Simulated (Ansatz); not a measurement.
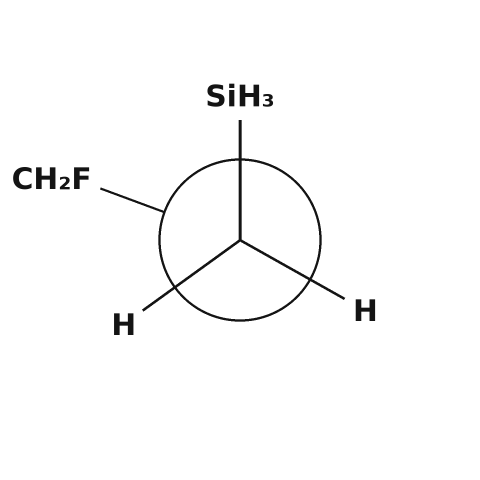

A Newman projection along the C–O bond, carbon in front; angles are drawn as computed, but eclipsed bonds slightly apart. The geometry was computed by an optimisation with PBE0-D4/def2-TZVP. No frequency run is at hand to confirm it as a minimum.

Which molecule is it?

C2H7FOSi, FCOC[SiH3]

What is the torsion angle from the front SiH3 to the back CH2F? The sign is positive where the front bond must turn clockwise to cover the back bond.

−70°, synclinal (gauche).
